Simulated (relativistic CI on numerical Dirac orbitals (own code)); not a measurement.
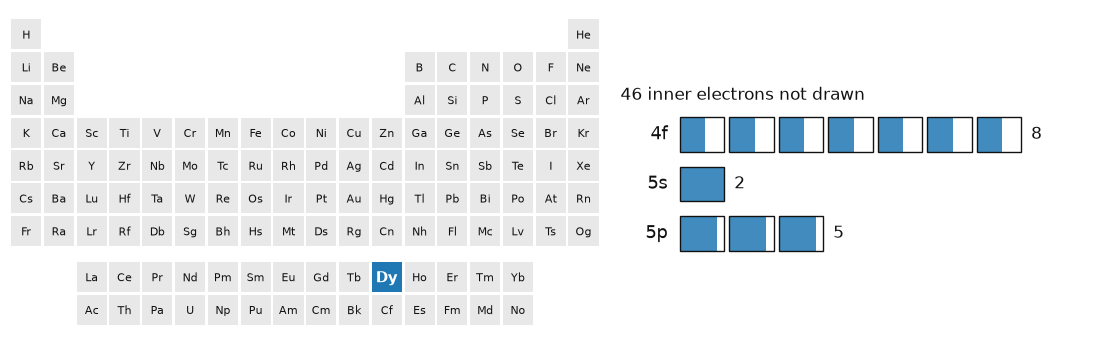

Figure 1. Left, the place of dysprosium in the periodic table; right, the outer shells of the leading configuration of the lowest level: a box for each of the 2l + 1 orbitals, shaded by the share of the shell that is filled, with the electron count at the right.

Run report: Dy⁵⁺, relativistic CI calculation

System: Dy⁵⁺.
Method: Dirac-Coulomb-Breit CI, KLI orbitals optimised for each configuration, model QED (radiative potential, 1s self-energy scaled to tabulated hydrogen-like ionisation energies), valence Slater integrals scaled by 0.85, self-excluded LDA correlation energy added to each configuration (relativistic CI on numerical Dirac orbitals, in-house).

**Input**
```
atom Dy  Z=66  charge=5  electrons=61
nucleus A=164  rms_radius_fm=5.2218
hamiltonian dirac-coulomb  breit=on  qed=on  c_scale=1
orbitals kli  potential=per-configuration
slater_scale 0.85
correlation lda-sx
mixing on
configurations
  [Kr] 4d10 4f8 5s2 5p5
  [Kr] 4d10 4f8 5s 5p6
  [Xe] 4f6 6s
end
```

Hardware: 1 CPU thread, shared host.

Launched within a batch (the task file carries these settings):
```bash
python <driver script> task.json out
```

The program writes its results to a structured record and prints no log; tables and figures of this report are taken from that record.

**The lowest 45 levels**

| Configuration | Level | E (cm⁻¹) | LS purity (%) | Landé g | Lifetime (s; – stable or not computed) |
| --- | --- | --- | --- | --- | --- |
| 4f⁸ 5s² 5p⁵ | ⁸G°₁₅/₂ | 0 | 95 | 1.460 | – |
| 4f⁸ 5s² 5p⁵ | ⁸G°₁₃/₂ | 4,429 | 86 | 1.453 | 2.3×10⁻¹ |
| 4f⁸ 5s² 5p⁵ | ⁸G°₁₁/₂ | 7,651 | 63 | 1.466 | 3.7×10⁻¹ |
| 4f⁸ 5s² 5p⁵ | ⁸D°₃/₂ | 8,067 | 92 | 2.753 | – |
| 4f⁸ 5s² 5p⁵ | ⁸D°₅/₂ | 8,130 | 88 | 2.014 | 6.5×10⁴ |
| 4f⁸ 5s² 5p⁵ | ⁸D°₇/₂ | 8,281 | 80 | 1.763 | 4.1×10³ |
| 4f⁸ 5s² 5p⁵ | ⁸D°₉/₂ | 8,456 | 65 | 1.636 | 6.8×10¹ |
| 4f⁸ 5s² 5p⁵ | J = 11/2 (odd, mixed) | 10,860 | 45 | 1.536 | 3.0×10⁻¹ |
| 4f⁸ 5s² 5p⁵ | J = 9/2 (odd, mixed) | 11,260 | 49 | 1.459 | 2.5×10⁻¹ |
| 4f⁸ 5s² 5p⁵ | ⁸F°₁₃/₂ | 11,940 | 66 | 1.483 | 8.6×10⁻¹ |
| 4f⁸ 5s² 5p⁵ | J = 7/2 (odd, mixed) | 13,780 | 36 | 1.478 | 3.4×10⁻¹ |
| 4f⁸ 5s² 5p⁵ | J = 9/2 (odd, mixed) | 14,250 | 40 | 1.473 | 2.7×10⁻¹ |
| 4f⁸ 5s² 5p⁵ | J = 5/2 (odd, mixed) | 15,430 | 43 | 1.598 | 7.8×10⁻¹ |
| 4f⁸ 5s² 5p⁵ | J = 3/2 (odd, mixed) | 16,510 | 50 | 1.866 | 1.7×10⁰ |
| 4f⁸ 5s² 5p⁵ | J = 7/2 (odd, mixed) | 16,990 | 28 | 1.402 | 2.1×10⁻¹ |
| 4f⁸ 5s² 5p⁵ | J = 1/2 (odd, mixed) | 17,070 | 52 | 3.589 | 3.5×10⁰ |
| 4f⁸ 5s² 5p⁵ | J = 11/2 (odd, mixed) | 18,970 | 30 | 1.468 | 6.8×10⁻² |
| 4f⁸ 5s² 5p⁵ | J = 5/2 (odd, mixed) | 19,060 | 36 | 1.198 | 1.7×10⁻¹ |
| 4f⁸ 5s² 5p⁵ | J = 3/2 (odd, mixed) | 21,500 | 41 | 0.709 | 1.7×10⁻¹ |
| 4f⁸ 5s² 5p⁵ | J = 1/2 (odd, mixed) | 24,180 | 54 | -0.934 | 1.4×10⁻¹ |
| 4f⁸ 5s² 5p⁵ | J = 9/2 (odd, mixed) | 24,580 | 34 | 1.413 | 4.2×10⁻² |
| 4f⁸ 5s² 5p⁵ | ⁶F°₁₁/₂ | 24,850 | 88 | 1.445 | 3.6×10⁻² |
| 4f⁸ 5s² 5p⁵ | J = 7/2 (odd, mixed) | 27,370 | 40 | 1.315 | 5.8×10⁻² |
| 4f⁸ 5s² 5p⁵ | ⁶G°₃/₂ | 27,570 | 58 | 0.430 | 1.1×10⁻¹ |
| 4f⁸ 5s² 5p⁵ | J = 5/2 (odd, mixed) | 27,890 | 48 | 1.106 | 6.5×10⁻² |
| 4f⁸ 5s² 5p⁵ | ⁶L°₂₁/₂ | 29,770 | 69 | 1.211 | – |
| 4f⁸ 5s² 5p⁵ | ⁶H°₁₅/₂ | 30,240 | 63 | 1.291 | 2.7×10⁻² |
| 4f⁸ 5s² 5p⁵ | ⁶L°₁₉/₂ | 31,610 | 66 | 1.162 | 2.8×10⁰ |
| 4f⁸ 5s² 5p⁵ | ⁶M°₂₃/₂ | 32,270 | 94 | 1.211 | 5.5×10⁰ |
| 4f⁸ 5s² 5p⁵ | ⁶D°₉/₂ | 32,440 | 56 | 1.474 | 3.3×10⁻² |
| 4f⁸ 5s² 5p⁵ | J = 17/2 (odd, mixed) | 32,860 | 51 | 1.128 | 2.8×10⁰ |
| 4f⁸ 5s² 5p⁵ | ⁶H°₁₃/₂ | 33,150 | 57 | 1.247 | 2.9×10⁻² |
| 4f⁸ 5s² 5p⁵ | ⁶F°₉/₂ | 33,220 | 59 | 1.394 | 1.6×10⁻² |
| 4f⁸ 5s² 5p⁵ | ⁴P°₅/₂ | 33,540 | 63 | 1.580 | 2.8×10⁻² |
| 4f⁸ 5s² 5p⁵ | ⁶L°₁₅/₂ | 34,680 | 60 | 1.015 | 3.9×10⁻¹ |
| 4f⁸ 5s² 5p⁵ | J = 11/2 (odd, mixed) | 34,730 | 44 | 1.192 | 4.2×10⁻² |
| 4f⁸ 5s² 5p⁵ | J = 7/2 (odd, mixed) | 34,860 | 38 | 1.408 | 3.5×10⁻² |
| 4f⁸ 5s² 5p⁵ | ⁶I°₁₇/₂ | 35,090 | 67 | 1.238 | 5.4×10⁻¹ |
| 4f⁸ 5s² 5p⁵ | ⁶L°₁₃/₂ | 36,060 | 60 | 0.894 | 2.7×10⁻¹ |
| 4f⁸ 5s² 5p⁵ | J = 7/2 (odd, mixed) | 36,420 | 38 | 1.519 | 2.6×10⁻² |
| 4f⁸ 5s² 5p⁵ | ⁶F°₅/₂ | 36,550 | 62 | 1.281 | 4.5×10⁻² |
| 4f⁸ 5s² 5p⁵ | J = 9/2 (odd, mixed) | 36,660 | 34 | 1.179 | 3.4×10⁻² |
| 4f⁸ 5s² 5p⁵ | J = 11/2 (odd, mixed) | 37,070 | 55 | 0.729 | 2.6×10⁻¹ |
| 4f⁸ 5s² 5p⁵ | ⁶F°₃/₂ | 37,160 | 81 | 1.020 | 7.7×10⁻² |
| 4f⁸ 5s² 5p⁵ | ⁶M°₂₁/₂ | 37,230 | 60 | 1.159 | 2.1×10⁻¹ |

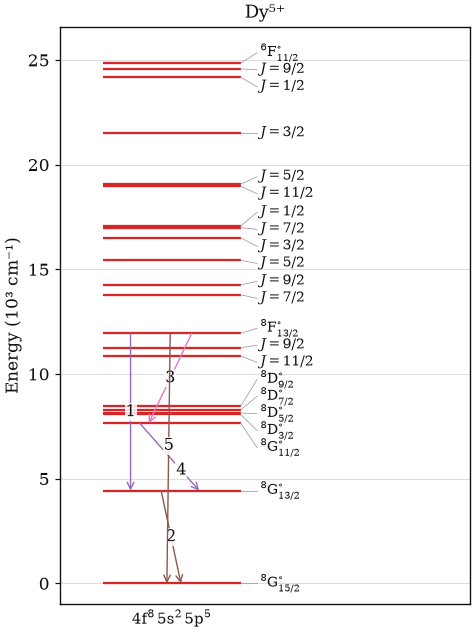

Figure 2. Levels of Dy⁵⁺ with 5 numbered transitions. Rates are at computed energies.

```
No.                Upper                Lower  Type  λ (vacuum)  A (s⁻¹)
  1  4f⁸ 5s² 5p⁵ ⁸F°₁₃/₂  4f⁸ 5s² 5p⁵ ⁸G°₁₃/₂    M1     1332 nm     0.36
  2  4f⁸ 5s² 5p⁵ ⁸G°₁₃/₂  4f⁸ 5s² 5p⁵ ⁸G°₁₅/₂    M1     2258 nm      4.4
  3  4f⁸ 5s² 5p⁵ ⁸F°₁₃/₂  4f⁸ 5s² 5p⁵ ⁸G°₁₁/₂    M1     2333 nm    0.056
  4  4f⁸ 5s² 5p⁵ ⁸G°₁₁/₂  4f⁸ 5s² 5p⁵ ⁸G°₁₃/₂    M1     3104 nm      2.7
  5  4f⁸ 5s² 5p⁵ ⁸F°₁₃/₂  4f⁸ 5s² 5p⁵ ⁸G°₁₅/₂    M1    837.6 nm     0.71
```

Line 2 has the largest rate; it falls in the infrared region.

**Summary**

```tsv
quantity	value
outcome	converged
lowest level	4f⁸ 5s² 5p⁵ ⁸G°₁₅/₂
first excited level	4f⁸ 5s² 5p⁵ ⁸G°₁₃/₂, 4,429 cm⁻¹
levels computed	2847
SCF iterations	33
wall time	2.1 s
```

**Notes**

Caveats: configurations can be misplaced by up to about 7 % of their energy; only a limited list of configurations is included, so lower levels can be missing; not all moves of one electron into or out of the f shell are listed, so low levels are missing.
